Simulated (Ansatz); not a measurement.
Hf, response to strain

Take Hf in the hcp (Mg type) structure (space group P6_3/mmc, No. 194; a = 3.204 Å, c = 5.073 Å; relaxed with 0.1 eV smearing) as the base. Axes: x lies along a and z along c of the hexagonal cell.

Strains are applied to the cell and any free atomic positions relax; under biaxial strain the out-of-plane vector relaxes too.

Level of theory: PBE/PAW in Ansatz (a program for electronic structure), scalar-relativistic without spin-orbit coupling.

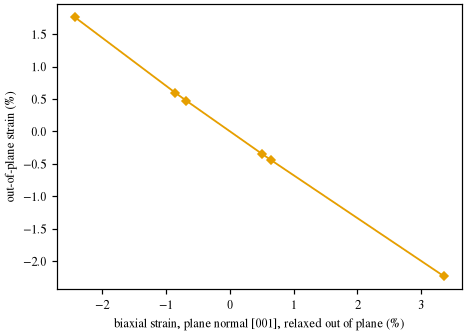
Figure. Out-of-plane strain against biaxial strain, plane normal [001], relaxed out of plane

Q: From the plot, what is the out-of-plane strain for biaxial strain −0.85 %, plane normal [001], relaxed out of plane?

A: About 0.6 %.

Q: Is the trend monotonic over the range shown?

A: Yes, it falls throughout, spanning -2.23 % to +1.76 %.

Stability against distortions was not tested. All final runs are without spin polarisation.
